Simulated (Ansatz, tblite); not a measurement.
# GaCl2F: a ladder of methods and basis sets

Aim: run the singlet of GaCl2F at one geometry on many levels, and compare frontier levels, spin and run time.

The runs use Ansatz 0.2.0, Gaussian basis; as each input shows.

Levels to be run: GFN1-xTB, GFN2-xTB, PBE-D4/def2-TZVP, r2SCAN-D4/def2-TZVP, BLYP-D4/def2-TZVP, HSE06-D4/def2-TZVP, B2PLYP/def2-TZVP, BHLYP-D4/def2-TZVP, revPBE-D4/def2-TZVP, PBE-QIDH/def2-TZVP, ωB97X-V/def2-TZVP, LC-ωPBE(0.10)/def2-TZVP, LC-ωPBE(0.15)/def2-TZVP, LC-ωPBE(0.20)/def2-TZVP, LC-ωPBE(0.30)/def2-TZVP, PBE-D4/def2-SVP, PBE0-D4/def2-SVP, PBE0-D4/def2-TZVPD, PBE-D4/def2-TZVPD, r2SCAN-D4/def2-TZVPD, CCSD(T)/def2-TZVPP, MP2/def2-TZVP, RPA/def2-TZVP.

### Step 1. The structure

The geometry is that of the singlet, from an earlier relaxation (r2SCAN-D4/def2-SVP).

4 atoms, charge 0, spin multiplicity 1.

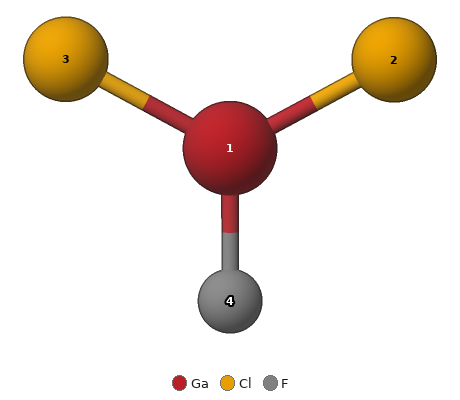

The structure; gallium red, chlorine amber, fluorine grey; atoms are numbered from 1 in the order of the file.

Coordinates:

```xyz
4

Ga   -0.0357   -0.0599   -0.0004
Cl    2.0765   -0.1455    0.0145
Cl   -1.1166    1.7568   -0.0155
F    -0.9242   -1.5514    0.0013
```

PBE0-D4/def2-TZVP was run before; its log isn't repeated, and its numbers join the tables.

### Step 2. GFN1-xTB

Tight binding, by tblite at 300 K electronic temperature and without a spin-polarisation term:

```python
tblite.interface.Calculator('GFN1-xTB', numbers, positions, charge=0, uhf=0).singlepoint()
```

Energy -411.8253 eV, HOMO -13.00 eV, LUMO -7.33 eV; 0.006 s.

### Step 3. GFN2-xTB

Tight binding, by tblite at 300 K electronic temperature and without a spin-polarisation term:

```python
tblite.interface.Calculator('GFN2-xTB', numbers, positions, charge=0, uhf=0).singlepoint()
```

Energy -413.9796 eV, HOMO -12.86 eV, LUMO -9.12 eV; 0.005 s.

### Step 4. PBE-D4/def2-TZVP

start.molden holds the orbitals of an earlier run on this state, given as this run's starting guess.

Contents of in.yaml:

```yaml
crystal:
  periodic: [false, false, false]
  atoms:
    - {symbol: Ga, position_ang: [-0.035702, -0.059937, -0.000356]}
    - {symbol: Cl, position_ang: [2.076529, -0.145464, 0.014521]}
    - {symbol: Cl, position_ang: [-1.116604, 1.756794, -0.015470]}
    - {symbol: F, position_ang: [-0.924224, -1.551393, 0.001315]}
basis:
  gaussian: {orbitals: def2-TZVP, initial_orbitals: start.molden}
hamiltonian: {xc: pbe, dispersion: d4}
scf: {omitted_lower_state_checks: [starts]}
output: {forces: true, orbitals: {seedname: orbitals}}
```

Run with:

```console
$ ansatz run in.yaml --threads 4 --pin off --events-out ev --progress --plain --max-ram 3916MiB
```

Log:

```text
Functional definition: PBE
  name "PBE"
  cite "Perdew, Burke & Ernzerhof, Phys. Rev. Lett. 77, 3865 (1996) doi:10.1103/PhysRevLett.77.3865"
  parent pbe
  parameter kappa = 0.804
  parameter beta = 0.06672455060314922
  exchange = pbe_x(kappa = kappa, mu = beta*pi^2/3)
  correlation = pbe_c(beta = beta)
these checks for a lower state are left out or cut short: starts
1036 factors; their error is unknown
mean field evaluation 1: about -80125.5183 eV, gradient 1.5e1 eV
mean field evaluation 2: about -80125.6630 eV, gradient 2.0e-1 eV
mean field evaluation 4: about -80125.6489 eV, gradient 2.7e-4 eV
mean field -80125.64891303 eV, -2944.5632864385 hartree, gradient 1.9e-5 eV, S^2 0.000000; 0 other end points of the search recorded, 0 dependent functions left out
the calculation of the forces begins
reference -80125.64894818 eV, -2944.5632877299 hartree; 37, 37 occupied and 116, 116 virtual orbitals, 1036 factors
Total energy: -80125.76133921 eV, -2944.5674180243 hartree
Atom 0 at    -0.035702    -0.059937    -0.000356 Å, force     0.193833     0.325598     0.001251 eV/Å
Atom 1 at     2.076529    -0.145464     0.014521 Å, force     0.144660    -0.010838     0.000494 eV/Å
Atom 2 at    -1.116604     1.756794    -0.015470 Å, force    -0.078338     0.121930    -0.001600 eV/Å
Atom 3 at    -0.924224    -1.551393     0.001315 Å, force    -0.260156    -0.436690    -0.000145 eV/Å
Dipole moment:     0.082392     0.138285    -0.000549 e Å
Checks for a lower state left out: starts
```

Wall time 1.1 s (4 threads of Arm Neoverse V1, shared host).

Report: HOMO -8.26 eV, LUMO -3.05 eV.

### Step 5. r2SCAN-D4/def2-TZVP

Changes to in.yaml since step 4:

```diff
@@ -9,4 +9,4 @@
   gaussian: {orbitals: def2-TZVP, initial_orbitals: start.molden}
-hamiltonian: {xc: pbe, dispersion: d4}
+hamiltonian: {xc: r2scan, dispersion: d4}
 scf: {omitted_lower_state_checks: [starts]}
-output: {forces: true, orbitals: {seedname: orbitals}}
+output: {orbitals: {seedname: orbitals}}
```

The command is unchanged.

Log:

```text
Functional definition: r2SCAN
  name "r2SCAN"
  cite "Furness, Kaplan, Ning, Perdew & Sun, J. Phys. Chem. Lett. 11, 8208 (2020) doi:10.1021/acs.jpclett.0c02405"
  cite "Furness, Kaplan, Ning, Perdew & Sun, J. Phys. Chem. Lett. 11, 9248 (2020) doi:10.1021/acs.jpclett.0c03077"
  parent r2scan
  parameter k0 = 0.174
  parameter k1 = 0.065
  parameter a1 = 4.9479
  exchange = r2scan_x(k0 = k0, k1 = k1, a1 = a1)
  correlation = r2scan_c
these checks for a lower state are left out or cut short: starts
1036 factors; their error is unknown
mean field evaluation 1: about -80143.4050 eV, gradient 1.0e1 eV
mean field evaluation 2: about -80143.4406 eV, gradient 7.1e-2 eV
mean field evaluation 4: about -80143.4211 eV, gradient 8.0e-5 eV
mean field -80143.42111320 eV, -2945.2164027482 hartree, gradient 7.3e-6 eV, S^2 0.000000; 0 other end points of the search recorded, 0 dependent functions left out
reference -80143.42112257 eV, -2945.2164030925 hartree; 37, 37 occupied and 116, 116 virtual orbitals, 1036 factors
Total energy: -80143.44568169 eV, -2945.2173056235 hartree
Checks for a lower state left out: starts
```

Run time: 2.4 s. Hardware: 4 threads of Arm Neoverse V1, shared host.

HOMO -8.65 eV, LUMO -2.77 eV.

### Step 6. BLYP-D4/def2-TZVP

Changes to in.yaml since step 5:

```diff
@@ -9,3 +9,3 @@
   gaussian: {orbitals: def2-TZVP, initial_orbitals: start.molden}
-hamiltonian: {xc: r2scan, dispersion: d4}
+hamiltonian: {xc: {name: BLYP}, dispersion: d4}
 scf: {omitted_lower_state_checks: [starts]}
```

The command is unchanged.

Log:

```text
Functional definition: BLYP
  name "BLYP"
  cite "Becke, Phys. Rev. A 38, 3098 (1988) doi:10.1103/PhysRevA.38.3098"
  cite "Lee, Yang & Parr, Phys. Rev. B 37, 785 (1988) doi:10.1103/PhysRevB.37.785"
  parameter beta = 0.0042
  parameter a = 0.04918
  parameter b = 0.132
  parameter c = 0.2533
  parameter d = 0.349
  exchange = b88_x(beta = beta)
  correlation = lyp_c(a = a, b = b, c = c, d = d)
these checks for a lower state are left out or cut short: starts
1036 factors; their error is unknown
mean field evaluation 1: about -80147.7038 eV, gradient 1.9e1 eV
mean field evaluation 2: about -80147.9596 eV, gradient 3.1e-1 eV
mean field evaluation 4: about -80147.9453 eV, gradient 6.3e-2 eV
mean field -80147.94531406 eV, -2945.3826640631 hartree, gradient 2.1e-5 eV, S^2 0.000000; 0 other end points of the search recorded, 0 dependent functions left out
reference -80147.94563143 eV, -2945.3826757264 hartree; 37, 37 occupied and 116, 116 virtual orbitals, 1036 factors
Total energy: -80148.18172372 eV, -2945.3913519580 hartree
Checks for a lower state left out: starts
```

Wall time 1.1 s (4 threads of Arm Neoverse V1, shared host).

From the report: HOMO -8.08 eV, LUMO -3.03 eV.

### Step 7. HSE06-D4/def2-TZVP

Changes to in.yaml since step 6:

```diff
@@ -9,3 +9,3 @@
   gaussian: {orbitals: def2-TZVP, initial_orbitals: start.molden}
-hamiltonian: {xc: {name: BLYP}, dispersion: d4}
+hamiltonian: {xc: hse06, dispersion: d4}
 scf: {omitted_lower_state_checks: [starts]}
```

Launched as before.

Log:

```text
Functional definition: HSE06
  name "HSE06"
  cite "Heyd, Scuseria & Ernzerhof, J. Chem. Phys. 118, 8207 (2003) doi:10.1063/1.1564060"
  cite "Krukau, Vydrov, Izmaylov & Scuseria, J. Chem. Phys. 125, 224106 (2006) doi:10.1063/1.2404663"
  cite "Heyd & Scuseria, J. Chem. Phys. 120, 7274 (2004) doi:10.1063/1.1668634"
  cite "Ernzerhof & Perdew, J. Chem. Phys. 109, 3313 (1998) doi:10.1063/1.476928"
  cite "Perdew, Burke & Ernzerhof, Phys. Rev. Lett. 77, 3865 (1996) doi:10.1103/PhysRevLett.77.3865"
  parent pbe
  parameter a = 0.25
  parameter omega = 0.11/bohr
  # The whole range is PBE's own exchange, as in plane waves. The composition of these papers is wPBEh.
  exchange = pbe_x - a*pbe_x_sr(omega) + a*exact_x_sr(omega)
  correlation = pbe_c
these checks for a lower state are left out or cut short: starts
1105 factors; their error is unknown
62 factors; integrals over basis functions are off by at most 4.4e-7 eV
mean field evaluation 1: about -80127.8953 eV, gradient 5.5e-1 eV
mean field evaluation 2: about -80127.8955 eV, gradient 3.0e-4 eV
mean field evaluation 4: about -80128.1654 eV, gradient 1.7e-5 eV
mean field -80128.16542158 eV, -2944.6557664218 hartree, gradient 2.3e-5 eV, S^2 0.000000; 0 other end points of the search recorded, 0 dependent functions left out
reference -80128.16545599 eV, -2944.6557676864 hartree; 37, 37 occupied and 116, 116 virtual orbitals, 1105 factors
Total energy: -80128.25755277 eV, -2944.6591521806 hartree
Checks for a lower state left out: starts
```

Wall time 1.6 s (4 threads of Arm Neoverse V1, shared host).

HOMO -9.32 eV, LUMO -2.46 eV.

### Step 8. B2PLYP/def2-TZVP

Changes to in.yaml since step 7:

```diff
@@ -9,4 +9,3 @@
   gaussian: {orbitals: def2-TZVP, initial_orbitals: start.molden}
-hamiltonian: {xc: hse06, dispersion: d4}
+hamiltonian: {xc: {name: B2PLYP}}
 scf: {omitted_lower_state_checks: [starts]}
-output: {orbitals: {seedname: orbitals}}
```

Launched as before.

Log:

```text
Functional definition: B2PLYP
  name "B2PLYP"
  cite "Grimme, J. Chem. Phys. 124, 034108 (2006) doi:10.1063/1.2148954"
  cite "Becke, Phys. Rev. A 38, 3098 (1988) doi:10.1103/PhysRevA.38.3098"
  cite "Lee, Yang & Parr, Phys. Rev. B 37, 785 (1988) doi:10.1103/PhysRevB.37.785"
  parameter a = 0.53
  parameter c = 0.27
  exchange = (1 - a)*b88_x + a*exact_x
  correlation = (1 - c)*lyp_c + c*(mp2_os + mp2_ss)
these checks for a lower state are left out or cut short: starts
958 factors; integrals over basis functions are off by at most 1.2e-3 eV
mean field evaluation 1: about -80120.3795 eV, gradient 1.4e1 eV
mean field evaluation 2: about -80120.4995 eV, gradient 2.2e-1 eV
mean field evaluation 4: about -80120.6434 eV, gradient 2.5e-3 eV
mean field evaluation 8: about -80120.6434 eV, gradient 2.7e-6 eV
mean field -80120.64341260 eV, -2944.3793376904 hartree, gradient 5.0e-6 eV, S^2 0.000000; 0 other end points of the search recorded, 0 dependent functions left out
20 core orbitals not correlated: weight in the atoms' cores, before any rotation towards them, 1.000 or more for the frozen orbitals, at most 0.000 for the correlated occupied ones
reference -80120.64356121 eV, -2944.3793431516 hartree; 17, 17 occupied and 116, 116 virtual orbitals, 958 factors
second order -27.49637753 eV of doubles, -0.00000000 eV of singles
Total energy: -80128.06758314 eV, -2944.6521709255 hartree
Checks for a lower state left out: starts
```

Run time: 2.5 s. Hardware: 4 threads of Arm Neoverse V1, shared host.

### Step 9. BHLYP-D4/def2-TZVP

Changes to in.yaml since step 8:

```diff
@@ -9,3 +9,4 @@
   gaussian: {orbitals: def2-TZVP, initial_orbitals: start.molden}
-hamiltonian: {xc: {name: B2PLYP}}
+hamiltonian: {xc: {name: BHLYP}, dispersion: d4}
 scf: {omitted_lower_state_checks: [starts]}
+output: {orbitals: {seedname: orbitals}}
```

The command is unchanged.

Log:

```text
Functional definition: BHLYP
  name "BHLYP"
  cite "Becke, J. Chem. Phys. 98, 1372 (1993) doi:10.1063/1.464304"
  cite "Becke, Phys. Rev. A 38, 3098 (1988) doi:10.1103/PhysRevA.38.3098"
  cite "Lee, Yang & Parr, Phys. Rev. B 37, 785 (1988) doi:10.1103/PhysRevB.37.785"
  parameter a = 0.5
  exchange = (1 - a)*b88_x + a*exact_x
  correlation = lyp_c
these checks for a lower state are left out or cut short: starts
1206 factors; their error is unknown
mean field evaluation 1: about -80144.1137 eV, gradient 1.2e1 eV
mean field evaluation 2: about -80144.2037 eV, gradient 1.8e-1 eV
mean field evaluation 4: about -80144.7628 eV, gradient 5.9e-4 eV
mean field -80144.76280895 eV, -2945.2657091575 hartree, gradient 5.9e-6 eV, S^2 0.000000; 0 other end points of the search recorded, 0 dependent functions left out
reference -80144.76296787 eV, -2945.2657149976 hartree; 37, 37 occupied and 116, 116 virtual orbitals, 1206 factors
Total energy: -80144.93640284 eV, -2945.2720886152 hartree
Checks for a lower state left out: starts
```

Wall time 1.6 s (4 threads of Arm Neoverse V1, shared host).

From the report: HOMO -11.01 eV, LUMO -1.18 eV.

### Step 10. revPBE-D4/def2-TZVP

Changes to in.yaml since step 9:

```diff
@@ -9,3 +9,3 @@
   gaussian: {orbitals: def2-TZVP, initial_orbitals: start.molden}
-hamiltonian: {xc: {name: BHLYP}, dispersion: d4}
+hamiltonian: {xc: {name: revPBE}, dispersion: d4}
 scf: {omitted_lower_state_checks: [starts]}
```

The command is unchanged.

Log:

```text
Functional definition: revPBE
  name "revPBE"
  cite "Zhang & Yang, Phys. Rev. Lett. 80, 890 (1998) doi:10.1103/PhysRevLett.80.890"
  cite "Perdew, Burke & Ernzerhof, Phys. Rev. Lett. 77, 3865 (1996) doi:10.1103/PhysRevLett.77.3865"
  parameter kappa = 1.245
  parameter beta = 0.06672455060314922
  exchange = pbe_x(kappa = kappa, mu = beta*pi^2/3)
  correlation = pbe_c(beta = beta)
these checks for a lower state are left out or cut short: starts
1036 factors; their error is unknown
mean field evaluation 1: about -80136.8128 eV, gradient 1.3e1 eV
mean field evaluation 2: about -80136.9132 eV, gradient 1.6e-1 eV
mean field evaluation 4: about -80136.8989 eV, gradient 1.9e-4 eV
mean field -80136.89886537 eV, -2944.9767145614 hartree, gradient 7.6e-6 eV, S^2 0.000000; 0 other end points of the search recorded, 0 dependent functions left out
reference -80136.89890912 eV, -2944.9767161690 hartree; 37, 37 occupied and 116, 116 virtual orbitals, 1036 factors
Total energy: -80137.15538188 eV, -2944.9861413691 hartree
Checks for a lower state left out: starts
```

Wall time 0.95 s (4 threads of Arm Neoverse V1, shared host).

Report: HOMO -8.19 eV, LUMO -2.91 eV.

### Step 11. PBE-QIDH/def2-TZVP

Changes to in.yaml since step 10:

```diff
@@ -9,4 +9,3 @@
   gaussian: {orbitals: def2-TZVP, initial_orbitals: start.molden}
-hamiltonian: {xc: {name: revPBE}, dispersion: d4}
+hamiltonian: {xc: {name: PBE-QIDH}}
 scf: {omitted_lower_state_checks: [starts]}
-output: {orbitals: {seedname: orbitals}}
```

Launched as before.

Log:

```text
Functional definition: PBE-QIDH
  name "PBE-QIDH"
  cite "Brémond, Sancho-García, Pérez-Jiménez & Adamo, J. Chem. Phys. 141, 031101 (2014) doi:10.1063/1.4890314"
  cite "Perdew, Burke & Ernzerhof, Phys. Rev. Lett. 77, 3865 (1996) doi:10.1103/PhysRevLett.77.3865"
  parameter a = 3^(-1/3)
  parameter c = 1/3
  exchange = (1 - a)*pbe_x + a*exact_x
  correlation = (1 - c)*pbe_c + c*(mp2_os + mp2_ss)
these checks for a lower state are left out or cut short: starts
958 factors; integrals over basis functions are off by at most 1.2e-3 eV
mean field evaluation 1: about -80105.7674 eV, gradient 2.5e1 eV
mean field evaluation 2: about -80106.1372 eV, gradient 5.8e-1 eV
mean field evaluation 4: about -80106.2664 eV, gradient 4.2e-3 eV
mean field evaluation 8: about -80106.2665 eV, gradient 1.3e-6 eV
mean field -80106.26645476 eV, -2943.8509942350 hartree, gradient 2.1e-6 eV, S^2 0.000000; 0 other end points of the search recorded, 0 dependent functions left out
20 core orbitals not correlated: weight in the atoms' cores, before any rotation towards them, 1.000 or more for the frozen orbitals, at most 0.000 for the correlated occupied ones
reference -80106.26646507 eV, -2943.8509946138 hartree; 17, 17 occupied and 116, 116 virtual orbitals, 958 factors
second order -25.43418405 eV of doubles, -0.00000000 eV of singles
Total energy: -80114.74452642 eV, -2944.1625576218 hartree
Checks for a lower state left out: starts
```

It took 2.4 s on 4 threads of Arm Neoverse V1, shared host.

### Step 12. ωB97X-V/def2-TZVP

Changes to in.yaml since step 11:

```diff
@@ -9,3 +9,4 @@
   gaussian: {orbitals: def2-TZVP, initial_orbitals: start.molden}
-hamiltonian: {xc: {name: PBE-QIDH}}
+hamiltonian: {xc: {name: wB97X-V}}
 scf: {omitted_lower_state_checks: [starts]}
+output: {orbitals: {seedname: orbitals}}
```

The command is unchanged.

Log:

```text
Functional definition: wB97X-V
  name "wB97X-V"
  cite "Mardirossian & Head-Gordon, Phys. Chem. Chem. Phys. 16, 9904 (2014) doi:10.1039/C3CP54374A"
  cite "Becke, J. Chem. Phys. 107, 8554 (1997) doi:10.1063/1.475007"
  cite "Vydrov & Van Voorhis, J. Chem. Phys. 133, 244103 (2010) doi:10.1063/1.3521275"
  parameter omega = 0.3/bohr
  parameter cx = 0.167
  parameter cx1 = 0.603
  parameter cx2 = 1.194
  parameter css0 = 0.556
  parameter css1 = -0.257
  parameter cos0 = 1.219
  parameter cos1 = -1.850
  parameter b = 6.0
  parameter c = 0.01
  exchange = spin_sum(e_x_unif_sr(omega)*poly(b97_u_x, 1 - cx, cx1, cx2)) + cx*exact_x_sr(omega) + exact_x_lr(omega)
  correlation = spin_sum(e_c_pw_same_spin*poly(b97_u_same, css0, css1))
      + integral(e_c_pw_opposite_spin*poly(b97_u_opposite, cos0, cos1)) + vv10(b, c)
these checks for a lower state are left out or cut short: starts
1085 factors; their error is unknown
187 factors; integrals over basis functions are off by at most 3.5e-5 eV
mean field evaluation 1: about -80136.6902 eV, gradient 6.6e0 eV
mean field evaluation 2: about -80136.7316 eV, gradient 6.9e-2 eV
mean field evaluation 4: about -80136.9097 eV, gradient 7.0e-5 eV
mean field -80136.90969777 eV, -2944.9771126448 hartree, gradient 7.9e-5 eV, S^2 0.000000; 0 other end points of the search recorded, 0 dependent functions left out
reference -80136.90969617 eV, -2944.9771125860 hartree; 37, 37 occupied and 116, 116 virtual orbitals, 1085 factors
Total energy: -80136.90969617 eV, -2944.9771125860 hartree
Checks for a lower state left out: starts
```

Run time: 3.1 s. Hardware: 4 threads of Arm Neoverse V1, shared host.

From the report: HOMO -12.16 eV, LUMO 0.07 eV.

### Step 13. LC-ωPBE(0.10)/def2-TZVP

Changes to in.yaml since step 12:

```diff
@@ -9,3 +9,3 @@
   gaussian: {orbitals: def2-TZVP, initial_orbitals: start.molden}
-hamiltonian: {xc: {name: wB97X-V}}
+hamiltonian: {xc: {name: LC-wPBE, parameters: {omega: 0.1/bohr}}}
 scf: {omitted_lower_state_checks: [starts]}
```

The command is unchanged.

Log:

```text
Functional definition: LC-wPBE
  name "LC-wPBE"
  cite "Vydrov & Scuseria, J. Chem. Phys. 125, 234109 (2006) doi:10.1063/1.2409292"
  cite "Heyd & Scuseria, J. Chem. Phys. 120, 7274 (2004) doi:10.1063/1.1668634"
  cite "Ernzerhof & Perdew, J. Chem. Phys. 109, 3313 (1998) doi:10.1063/1.476928"
  cite "Perdew, Burke & Ernzerhof, Phys. Rev. Lett. 77, 3865 (1996) doi:10.1103/PhysRevLett.77.3865"
  parent pbe
  parameter omega = 0.4/bohr
  exchange = pbe_x_sr(omega) + exact_x_lr(omega)
  correlation = pbe_c
  with omega = 0.1/bohr from the input
these checks for a lower state are left out or cut short: starts
1036 factors; their error is unknown
60 factors; integrals over basis functions are off by at most 3.5e-7 eV
mean field evaluation 1: about -80127.5498 eV, gradient 1.5e1 eV
mean field evaluation 2: about -80127.7171 eV, gradient 2.0e-1 eV
mean field evaluation 4: about -80127.7009 eV, gradient 6.2e-2 eV
mean field -80127.70092009 eV, -2944.6386963069 hartree, gradient 2.5e-5 eV, S^2 0.000000; 0 other end points of the search recorded, 0 dependent functions left out
reference -80127.70092020 eV, -2944.6386963108 hartree; 37, 37 occupied and 116, 116 virtual orbitals, 1036 factors
Total energy: -80127.70092020 eV, -2944.6386963108 hartree
Checks for a lower state left out: starts
```

It took 1.6 s on 4 threads of Arm Neoverse V1, shared host.

Report: HOMO -9.74 eV, LUMO -1.70 eV.

### Step 14. LC-ωPBE(0.15)/def2-TZVP

Changes to in.yaml since step 13:

```diff
@@ -9,3 +9,3 @@
   gaussian: {orbitals: def2-TZVP, initial_orbitals: start.molden}
-hamiltonian: {xc: {name: LC-wPBE, parameters: {omega: 0.1/bohr}}}
+hamiltonian: {xc: {name: LC-wPBE, parameters: {omega: 0.15/bohr}}}
 scf: {omitted_lower_state_checks: [starts]}
```

Same command.

Log:

```text
Functional definition: LC-wPBE
  name "LC-wPBE"
  cite "Vydrov & Scuseria, J. Chem. Phys. 125, 234109 (2006) doi:10.1063/1.2409292"
  cite "Heyd & Scuseria, J. Chem. Phys. 120, 7274 (2004) doi:10.1063/1.1668634"
  cite "Ernzerhof & Perdew, J. Chem. Phys. 109, 3313 (1998) doi:10.1063/1.476928"
  cite "Perdew, Burke & Ernzerhof, Phys. Rev. Lett. 77, 3865 (1996) doi:10.1103/PhysRevLett.77.3865"
  parent pbe
  parameter omega = 0.4/bohr
  exchange = pbe_x_sr(omega) + exact_x_lr(omega)
  correlation = pbe_c
  with omega = 0.15/bohr from the input
these checks for a lower state are left out or cut short: starts
1036 factors; their error is unknown
79 factors; integrals over basis functions are off by at most 4.4e-6 eV
mean field evaluation 1: about -80127.9761 eV, gradient 1.5e1 eV
mean field evaluation 2: about -80128.1222 eV, gradient 1.6e-1 eV
mean field evaluation 4: about -80128.1148 eV, gradient 1.9e-4 eV
mean field -80128.11482132 eV, -2944.6539068965 hartree, gradient 1.3e-5 eV, S^2 0.000000; 0 other end points of the search recorded, 0 dependent functions left out
reference -80128.11482136 eV, -2944.6539068981 hartree; 37, 37 occupied and 116, 116 virtual orbitals, 1036 factors
Total energy: -80128.11482136 eV, -2944.6539068981 hartree
Checks for a lower state left out: starts
```

Run time: 1.2 s. Hardware: 4 threads of Arm Neoverse V1, shared host.

From the report: HOMO -10.40 eV, LUMO -1.16 eV.

[end of part 1 of 2]
